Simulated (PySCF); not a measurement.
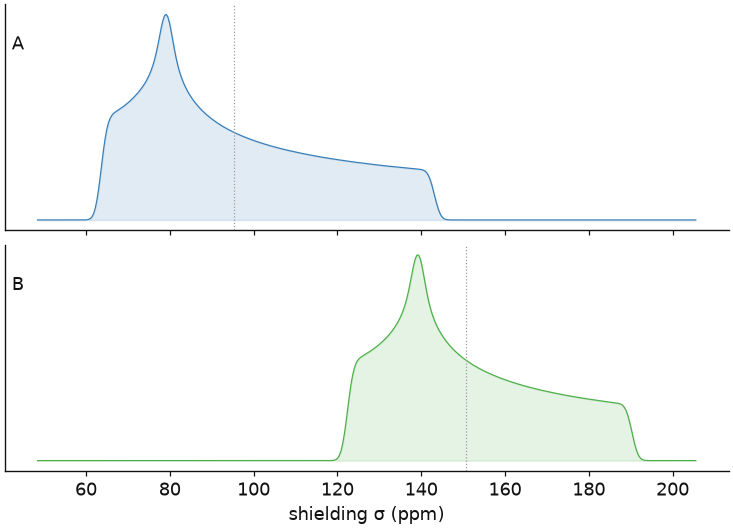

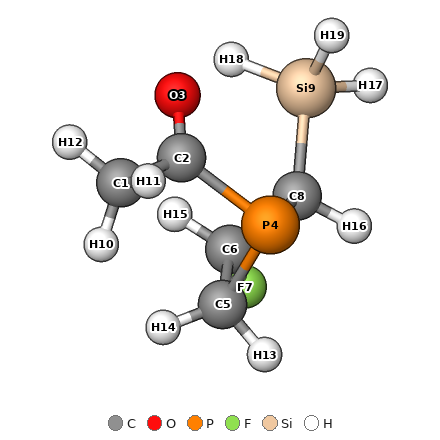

Static powder patterns (¹³C) from GIAO shielding tensors of C₅H₁₀FOPSi, SMILES CC(=O)P1C[C@H](F)[C@H]1[SiH3], PBE0/pcSseg-1 (IEF-PCM methanol) in PySCF, at a PBE0-D3(BJ)/def2-SVP geometry (no frequency check); absolute shielding, one fixed geometry of the isolated molecule without any motion, no dipolar terms. The dotted line is the isotropic value; skew is 3(σiso − σ22)/span.

**The panels belong to C1 and C6. Which is which?**

panel A: C6, σ11, σ22, σ33 = 64, 79, 143 ppm, isotropic 95, span 80 ppm, skew 0.61; panel B: C1, σ11, σ22, σ33 = 122, 139, 190 ppm, isotropic 151, span 68 ppm, skew 0.50.

Caveats: one conformer of a flexible molecule.
